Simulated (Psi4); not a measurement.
# BCl3 (SMILES ClB(Cl)Cl): a chain of runs, part 2 of 2

Psi4 1.11.

**5. The doublet anion: the energy at UB3LYP/def2-SVPD (density fitting) (run 4)**

The input, input.inp:

```
memory 1600 MB

molecule mol {
  -1 2
  Cl    -0.260405     0.521428     1.654141
  B     -0.000050    -0.000123    -0.000128
  Cl     0.951242    -1.437032    -0.327066
  Cl    -0.690821     0.915543    -1.327035
  units angstrom
  symmetry c1
}

set globals {
  basis     def2-SVPD
  reference uks
}

result = energy('b3lyp')
```

On the command line:

```
$ psi4 -i input.inp -o input.out -n 1
```

input.out:

```text
[...]
  Running in c1 symmetry.
[...]
  Nuclear repulsion =  227.954973026961170
[...]
  Multiplicity = 2
[...]
  Nalpha       = 29
  Nbeta        = 28
[...]
    Number of basis functions: 101
[...]
   @DF-UKS iter   1: -1405.01949996261146    1.70206e-01   4.99384e-03 ADIIS/DIIS
[...]
   @DF-UKS iter   8: -1405.18449976081251   -4.87630e-08   5.72256e-07 DIIS
[...]
   @S^2 Observed:                7.538132918E-01
[...]
    Orbital Energies [Eh]
    ---------------------
    Alpha Occupied:
       1A   -101.324603     2A   -101.324589     3A   -101.324525
       4A     -9.275621     5A     -9.275610     6A     -9.275566
       7A     -7.041652     8A     -7.041642     9A     -7.041616
      10A     -7.036898    11A     -7.036891    12A     -7.036874
      13A     -7.036325    14A     -7.036316    15A     -7.036292
      16A     -6.612483    17A     -0.676664    18A     -0.632945
      19A     -0.632921    20A     -0.315060    21A     -0.242022
      22A     -0.242001    23A     -0.205283    24A     -0.149271
      25A     -0.149253    26A     -0.145042    27A     -0.145025
      28A     -0.117336    29A      0.078340
    Alpha Virtual:
[...]
  @DF-UKS Final Energy: -1405.18449976081251
   => Energetics <=
    Nuclear Repulsion Energy =            227.9549730269611700
    One-Electron Energy =               -2404.6002148613665668
    Two-Electron Energy =                 843.2316095627699042
    DFT Exchange-Correlation Energy =     -71.7708674891771068
    Empirical Dispersion Energy =           0.0000000000000000
    VV10 Nonlocal Energy =                  0.0000000000000000
    Total Energy =                      -1405.1844997608125141
[...]
 Multipole Moments:
 ------------------------------------------------------------------------------------
     Multipole            Electronic (a.u.)      Nuclear  (a.u.)        Total (a.u.)
 ------------------------------------------------------------------------------------
 L = 1.  Multiply by 2.5417464519 to convert [e a0] to [Debye]
 Dipole X            :         -0.0002170            0.0000333           -0.0001837
 Dipole Y            :         -0.0001695            0.0000618           -0.0001076
 Dipole Z            :         -0.0001819            0.0000851           -0.0000968
 Magnitude           :                                                    0.0002339
[...]
```

Wall time 5.7 s (1 thread of Intel Xeon Platinum 8488C (Sapphire Rapids), shared host); peak memory 0.46 GiB.

**6. The doublet anion: a geometry optimisation at UB3LYP/def2-SVPD (density fitting) (run 5)**

The input, bcl3.py:

```python
import psi4

psi4.set_memory(1600000000)
psi4.set_num_threads(1)
psi4.core.set_output_file('bcl3.out', False)

mol = psi4.geometry("""
-1 2
Cl    -0.49209413     0.98535611     3.12587346
B     -0.00009449    -0.00023244    -0.00024188
Cl     1.79758686    -2.71559691    -0.61806516
Cl    -1.30546249     1.73012553    -2.50773271
units au
symmetry c1
""")

psi4.set_options({
    'basis': 'def2-SVPD',
    'reference': 'uks',
    'geom_maxiter': 50,
})

e_tot = psi4.optimize('b3lyp')
print('E =', round(e_tot, 9))
print(mol.to_string(dtype='xyz', units='Angstrom'))
for k, v in sorted(psi4.core.scalar_variables().items()):
    print(f'{k:45s} {v:18.10f}')
```

On the command line:

```
$ python bcl3.py
```

bcl3.out, shortened:

```text
[...]
  Running in c1 symmetry.
[...]
  Nuclear repulsion =  227.954973148172769
[...]
  Multiplicity = 2
[...]
  Nalpha       = 29
  Nbeta        = 28
[...]
    Number of basis functions: 101
[...]
   @DF-UKS iter   1: -1405.01949996062353    1.70206e-01   4.99384e-03 ADIIS/DIIS
[...]
   @DF-UKS iter   8: -1405.20991993868915   -6.59384e-12   6.78205e-09 DIIS
[...]
   @S^2 Observed:                7.522723445E-01
[...]
  @DF-UKS Final Energy: -1405.20991993868915
   => Energetics <=
    Nuclear Repulsion Energy =            219.7037385327585639
    One-Electron Energy =               -2387.8866208797303443
    Two-Electron Energy =                 834.6623827456828622
    DFT Exchange-Correlation Energy =     -71.6894203374001648
    Empirical Dispersion Energy =           0.0000000000000000
    VV10 Nonlocal Energy =                  0.0000000000000000
    Total Energy =                      -1405.2099199386891542
[...]
 Multipole Moments:
 ------------------------------------------------------------------------------------
     Multipole            Electronic (a.u.)      Nuclear  (a.u.)        Total (a.u.)
 ------------------------------------------------------------------------------------
 L = 1.  Multiply by 2.5417464519 to convert [e a0] to [Debye]
 Dipole X            :         -0.1040418            0.2669575            0.1629157
 Dipole Y            :         -0.0701717            0.1800503            0.1098786
 Dipole Z            :          0.0055067           -0.0146454           -0.0091387
 Magnitude           :                                                    0.1967190
[...]
  -Total Gradient:
     Atom            X                  Y                   Z
    ------   -----------------  -----------------  -----------------
       1       -0.000003813230    -0.000026453580     0.000002868376
       2       -0.000055388057    -0.000008689402    -0.000007307997
       3        0.000080008738     0.000025363443    -0.000007741041
       4        0.000010529026    -0.000015535025    -0.000019606039
[...]
    Final optimized geometry and variables:
    Molecular point group: c1
    Full point group: C1
    Geometry (in Bohr), charge = -1, multiplicity = 2:
    CL          -0.423923974409     1.061443508692     3.193483070776
    B           -0.758100799052    -0.511303466672     0.041589797814
    CL           1.918342727671    -2.723870837235    -0.636663692786
[...]
```

Wall time 52 s (1 thread of Intel Xeon Platinum 8488C (Sapphire Rapids), shared host); peak memory 0.51 GiB.

The path in brief:

```
step  energy from the first frame kept (eV)  largest force (eV/Å)
   0                                 0.0000                1.8253
   1                                -0.1943                0.4005
   2                                -0.2086                0.2517
   3                                -0.5802                1.0949
   4                                -0.5452                1.6173
   5                                -0.6537                0.8055
   6                                -0.6393                0.8054
   7                                -0.6910                0.0810
   8                                -0.6917                0.0043
```

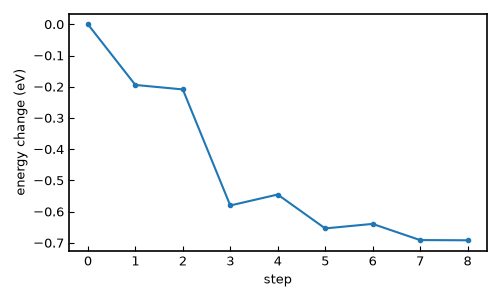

Energy along the run.

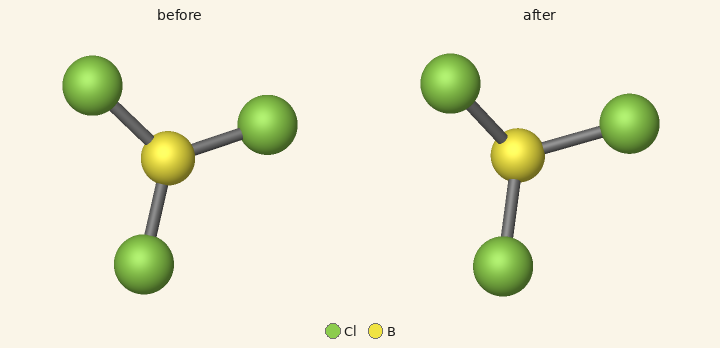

Before and after, at one scale.

After the run. Bond lengths: Cl1–B2 1.872 Å, B2–Cl3 1.872 Å, B2–Cl4 1.872 Å. Angles: Cl1–B2–Cl3 112.2°, Cl1–B2–Cl4 112.2°, Cl3–B2–Cl4 112.2°.

**7. What came out**

The summary covers parts 1 to 2.

```
                                                               quantity           value
                        run 1, B3LYP/def2-SVPD: total energy at the end  -1405.18420 Eh
                                  run 1, B3LYP/def2-SVPD: dipole moment          0.00 D
                                    run 1, B3LYP/def2-SVPD: HOMO energy        -8.92 eV
                                    run 1, B3LYP/def2-SVPD: LUMO energy        -2.10 eV
                                  run 1, B3LYP/def2-SVPD: HOMO–LUMO gap         6.82 eV
                                    doublet cation, run 2: total energy  -1404.76874 Eh
              doublet cation, run 2: HOMO energy (highest over α and β)       -15.68 eV
               doublet cation, run 2: LUMO energy (lowest over α and β)       -13.72 eV
                                            doublet cation, run 2: ⟨S²⟩           0.753
                         doublet cation, run 3: total energy at the end  -1404.76923 Eh
              doublet cation, run 3: HOMO energy (highest over α and β)       -15.71 eV
               doublet cation, run 3: LUMO energy (lowest over α and β)       -13.70 eV
                                            doublet cation, run 3: ⟨S²⟩           0.753
                                     doublet anion, run 4: total energy  -1405.18450 Eh
               doublet anion, run 4: HOMO energy (highest over α and β)         2.13 eV
                doublet anion, run 4: LUMO energy (lowest over α and β)         3.55 eV
                                             doublet anion, run 4: ⟨S²⟩           0.754
                          doublet anion, run 5: total energy at the end  -1405.20992 Eh
               doublet anion, run 5: HOMO energy (highest over α and β)         0.23 eV
                doublet anion, run 5: LUMO energy (lowest over α and β)         3.23 eV
                                             doublet anion, run 5: ⟨S²⟩           0.752
 adiabatic electron affinity (to the doublet anion, no zero-point term)        0.700 eV
adiabatic ionisation energy (to the doublet cation, no zero-point term)       11.292 eV
```

What this shows: The adiabatic electron affinity (to the doublet anion, no zero-point term) is 0.70 eV (16.1 kcal/mol). The adiabatic ionisation energy (to the doublet cation, no zero-point term) is 11.29 eV (260 kcal/mol). The optimisation (run 1, B3LYP/def2-SVPD) took 5 steps and changed the energy by -0.013 eV. The optimisation (doublet cation, run 3) took 5 steps and changed the energy by -0.013 eV. The HOMO (doublet anion, run 4) lies at positive energy, 2.13 eV; only total energies tell whether the electron is bound. The optimisation (doublet anion, run 5) took 9 steps and changed the energy by -0.692 eV.
